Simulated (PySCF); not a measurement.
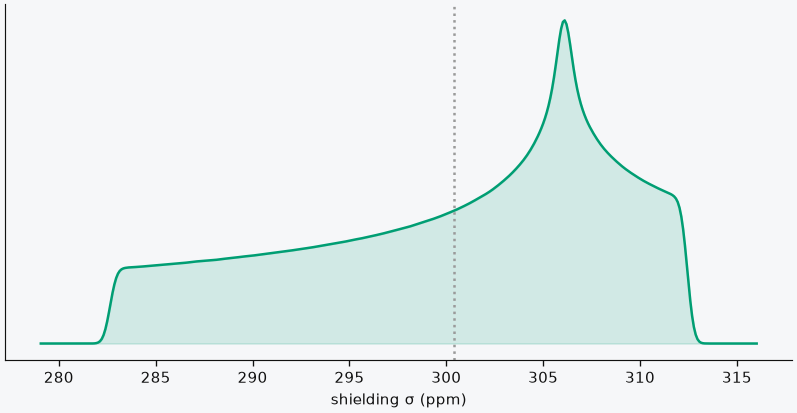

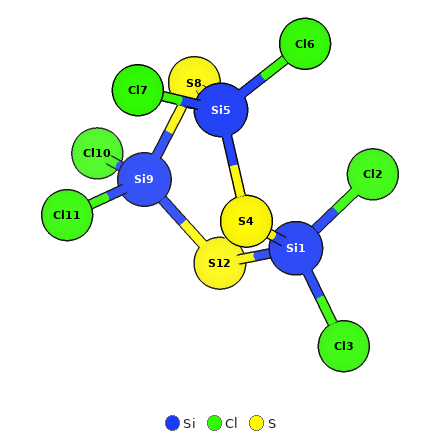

Static powder pattern (²⁹Si) from GIAO shielding tensors of Si₃S₃Cl₆, B3LYP/pcSseg-1, PySCF 2.14.0, at a PBE0-D3(BJ)/def2-SVP geometry (no frequency check); absolute shielding, one fixed geometry of the isolated molecule without any motion, no dipolar terms. The dotted line is the isotropic value; skew is 3(σiso − σ22)/span.

**The pattern belongs to Si9. Give the principal values, span and skew.**

Si9: σ11, σ22, σ33 = 283, 306, 312 ppm, isotropic 300, span 30 ppm, skew −0.57.
